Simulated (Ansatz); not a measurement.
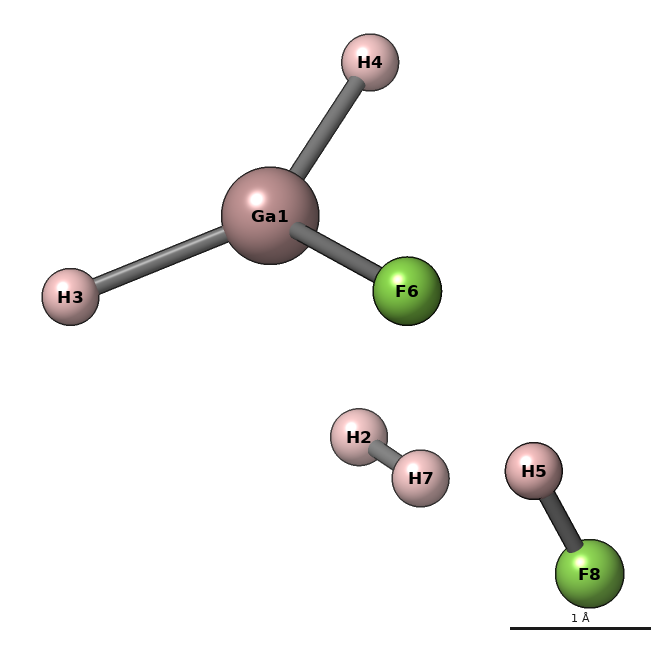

The computed geometry is a stationary point of PBE0-D4/def2-TZVP, a saddle point of order 1.

Find the hydrogen bonds (donors O, N, F, S or Cl) and give their geometry.

| D–H···A | D–H (Å) | H···A (Å) | angle (°) | kind |
| --- | --- | --- | --- | --- |
| F8–H5···F6 | 0.94 | 1.60 | 161 | intermolecular |
